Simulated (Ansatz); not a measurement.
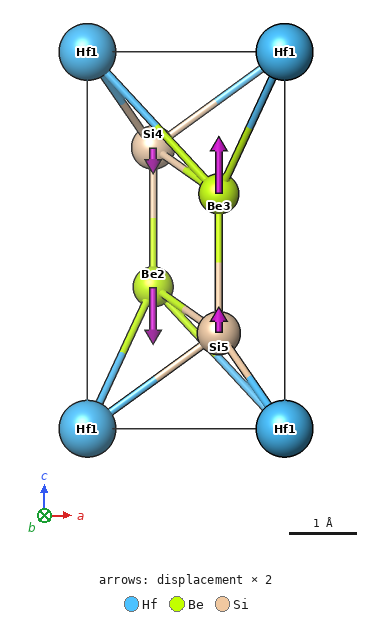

This is a relaxation of a crystal of HfBe$_{2}$Si$_{2}$ (a generated structure, set up in P-3m1) (coarse preliminary run). The starting structure is drawn; purple arrows show the displacements (the part carried along by the change of the cell is left out), magnified 2 times.

Style: ball-and-stick. Shown: the cell of the calculation, along the b axis.

These are results of DFT PBE, scalar-relativistic, plane waves, PAW in Ansatz, not measurements.

Input
```yaml
crystal:
  lattice:
    - [3.44106232, 0.0, 0.0]
    - [-1.72053116, 2.98004738, 0.0]
    - [0.0, 0.0, 5.6969666]
  atoms:
    - { symbol: Hf, position: [0.0, 0.0, 0.0] }
    - { symbol: Be, position: [0.33333333, 0.66666667, 0.37649] }
    - { symbol: Be, position: [0.66666667, 0.33333333, 0.62351] }
    - { symbol: Si, position: [0.33333333, 0.66666667, 0.74629998] }
    - { symbol: Si, position: [0.66666667, 0.33333333, 0.25370002] }
basis:
  ecutwfc: 420
kpoints:
  mp_grid: { grid: [6, 6, 4] }
hamiltonian:
  xc: pbe
scf:
  occupations: { method: gaussian, width: 0.1 }
  lower_state_search: "off"
output:
  forces: true
  stress: true
  eigenvalues: true
relax:
  adjacent_minimum: "off"
  f_tol: 0.04
  max_steps: 70
  cell: { stress_tol: 0.4 }
```

Command:
```bash
ansatz run input.yaml --threads 1 --pin off --max-ram 2560MiB --backend cpu --events-out ev --progress --plain --runs-dir out
```

> Which element moves most?

Beryllium: up to 0.44 Å, against 0.21 Å for silicon.

> Describe the change and its energy.

The largest moves relative to the cell, 0.44 Å, are those of Be2 and Be3. Be3 goes along +c. By element the largest moves are Be 0.44 Å, Si 0.21 Å. Hf stays in place. The volume changes by +24.7 %, with a = b 3.441 → 3.789 Å (+10.1 %), c 5.697 → 5.859 Å (+2.8 %). Some distances before and after: Hf1–Hf1 3.441 → 3.789 Å, Hf1–Si4 2.457 → 2.766 Å, Be2–Si4 2.107 → 2.402 Å, Hf1–Be2 2.924 → 2.809 Å. The space group stays P-3m1 (No. 164). The energy falls by 2.189 eV per cell of the calculation in 6 accepted moves (7 points after the start). Largest force component: 1.6 eV/Å at the start, 0.018 eV/Å at the end. The pressure goes from 43.50 to 0.00 GPa. At 1 point the geometry stayed and the basis and grid were re-selected for the new cell (energy shift of 10.3 meV per cell of the calculation at most each time).
